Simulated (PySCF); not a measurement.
# BH3Cl− (SMILES [H][B-]([H])([H])Cl): levels of theory compared

We compute a comparison of 6 runs (SVWN5/STO-6G, UPBE0/STO-6G, wB97X-V/STO-6G, MP2/STO-6G, UMP2/STO-6G, CCSDT/STO-6G) of BH3Cl−. 

Program for the calculation: PySCF 2.14.0.

3 further runs of the same task are left out: 3 set aside as unsound or not needed.

**1. Starting point**

BH3Cl− has 5 atoms, charge -1, and is taken as a singlet. SMILES: `[H][B-]([H])([H])Cl`. The B1–H4 distance was set to 2.175 Å, away from the relaxed value. At this shape a bond of the SMILES string is far longer than usual.

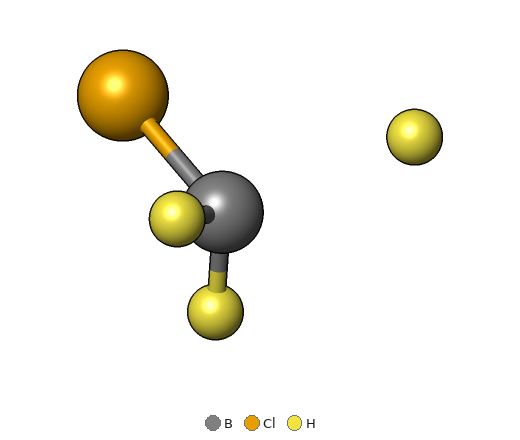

The structure, seen from a chosen angle (boron grey, chlorine amber, hydrogen yellow).

**2. A single-point energy at SVWN5/STO-6G (run 1)**

Contents of start.xyz:

```xyz
5
BClH3
B      0.466997    -0.801608     0.096976
Cl     0.481877    -0.824378     1.971316
H      1.620577    -0.791858    -0.258254
H     -0.586640     1.005700    -0.497000
H     -0.109703    -1.800818    -0.257094
```

Contents of calc.py:

```python
from pyscf import gto, dft

system = gto.M(
    atom='start.xyz',
    verbose=4,
    spin=0,
    charge=-1,
    max_memory=1860,
    basis='sto-6g',
)

mf = dft.RKS(system)
mf.xc = 'svwn'
mf.conv_tol = 1e-10
mf.grids.level = 5
mf.kernel()
if not mf.converged:
    mf = mf.newton().run(mf.mo_coeff, mf.mo_occ)

energy = mf.e_tot
print('Final energy', energy)
```

Launch:

```bash
$ OMP_NUM_THREADS=1 python calc.py
```

Standard output:

```text
PySCF version 2.14.0

[... 71 lines left out ...]
converged SCF energy = -483.177446677278
Final energy -483.17744667727845
```

Run time: 2.1 s. Hardware: 1 thread of Arm Neoverse V1, shared host; peak memory 0.14 GiB.

**3. A single-point energy at UPBE0/STO-6G (run 2)**

Contents of run.py:

```python
from pyscf import gto, dft

system = gto.M(
    atom='''
B      0.882496    -1.514820     0.183258
Cl     0.910616    -1.557849     3.725247
H      3.062447    -1.496395    -0.488029
H     -1.108589     1.900498    -0.939194
H     -0.207309    -3.403053    -0.485837
''',
    spin=0,
    charge=-1,
    verbose=4,
    basis='sto-6g',
    unit='bohr',
    max_memory=1860,
)

myscf = dft.UKS(system)
myscf.xc = 'pbe0'
myscf.grids.level = 5
myscf.conv_tol = 1e-10
myscf.kernel()
if not myscf.converged:
    myscf = myscf.newton().run(myscf.mo_coeff, myscf.mo_occ)
for _ in range(3):
    mo, _, stable, _ = myscf.stability(return_status=True)
    if stable:
        break
    myscf.kernel(myscf.make_rdm1(mo, myscf.mo_occ))

etot = myscf.e_tot
print('E(%s) = %.9f' % ('PBE0', etot))
```

Launch:

```bash
$ OMP_NUM_THREADS=1 python run.py
```

Standard output:

```text
PySCF version 2.14.0

[... 110 lines left out ...]
converged SCF energy = -484.87256659066  <S^2> = 9.0913943e-12  2S+1 = 1
[... 2 lines left out ...]
E(PBE0) = -484.872566591
```

Wall time 13 s (1 thread of Arm Neoverse V1, shared host); peak memory 0.35 GiB.

Runs 3 to 5 aren't shown in full; the table further down has their settings and results.

**4. A single-point energy at CCSDT/STO-6G (run 6)**

Contents of input.py:

```python
from pyscf import gto, scf, cc

mol = gto.M(
    atom='''
B    0.466997  -0.801608   0.096976
Cl   0.481877  -0.824378   1.971316
H    1.620577  -0.791858  -0.258254
H   -0.586640   1.005700  -0.497000
H   -0.109703  -1.800818  -0.257094
''',
    max_memory=1860,
    basis='sto-6g',
    charge=-1,
    verbose=3,
)

hf = scf.RHF(mol)
hf.conv_tol = 1e-10
hf.kernel()
if not hf.converged:
    hf = hf.newton().run(hf.mo_coeff, hf.mo_occ)

mycc = cc.CCSDT(hf, frozen=6)
mycc.kernel()
e_tot = mycc.e_tot
print('E(%s) = %.9f' % ('CCSDT', e_tot))
```

Launch:

```bash
$ OMP_NUM_THREADS=1 python input.py
```

Standard output:

```text
converged SCF energy = -484.132489110194
_make_eris_incore_RCCSDT

WARN: A large `blksize` is being used, which may cause large memory consumption
      for storing contraction intermediates. If memory is sufficient, consider using
      `pyscf.cc.rccsdt_highm.RCCSDT` instead.

RCCSDT converged
E(RCCSDT) = -484.2439745091791   E_corr = -0.1114853989846464
E_corr(same-spin) = -0.00285861471965736
E_corr(oppo-spin) = -0.108626784264989
E(CCSDT) = -484.243974509
```

It took 1 s on 1 thread of Arm Neoverse V1, shared host; peak memory 0.1 GiB.

**5. Overview of the runs**

| run | level | follow instability | nlc grid | energy (Eh) | HOMO energy (eV) | LUMO energy (eV) | HOMO–LUMO gap (eV) | wall time |
| --- | --- | --- | --- | --- | --- | --- | --- | --- |
| 1 | SVWN5/STO-6G | – | – | -483.177447 | 4.28 | 9.13 | 4.86 | 2.1 s |
| 2 | UPBE0/STO-6G | yes | – | -484.872567 | 2.99 | 9.95 | 6.96 | 13 s |
| 3 | wB97X-V/STO-6G | – | 1 | -484.992087 | 0.64 | 12.28 | 11.65 | 17 s |
| 4 | MP2/STO-6G | – | – | -484.205232 | 0.53 | 14.06 | 13.53 | 0.84 s |
| 5 | UMP2/STO-6G | yes | – | -484.197388 | 0.76 | 14.87 | 14.11 | 0.99 s |
| 6 | CCSDT/STO-6G | – | – | -484.243975 | 0.53 | 14.06 | 13.53 | 1 s |

**6. What came out**

| quantity | value |
| --- | --- |
| run 6: total energy | -484.24397 Eh |
| run 6: HOMO energy (Hartree–Fock orbitals) | 0.53 eV |
| run 6: LUMO energy (Hartree–Fock orbitals) | 14.06 eV |
| run 6: HOMO–LUMO gap (to an unbound level, set by the basis) | 13.53 eV |
| run 6: correlation energy (6 core orbitals frozen) | -111.5 mEh |
| run 6: T1 diagnostic | 0.028 |

What this shows: Over runs 1, 2, 3 the HOMO–LUMO gap runs from 4.86 eV (SVWN5/STO-6G) to 11.65 eV (wB97X-V/STO-6G). The empty levels of an anion lie above zero and hang on the basis. Totals of different functionals can't be ranked against each other. In runs 1, 2, 3, 4, 5, 6 the HOMO lies above zero, so the outermost electron may be held by the basis alone. In runs 1, 2, 3, 4, 5, 6 the basis is minimal, so the values are rough. Spin contamination of the reference: run 5 ⟨S²⟩ = 0.62. Where it is this large, the reference is a mixture of spin states, and values that rest on it are in doubt. All runs together took 35 s, the longest 17 s.
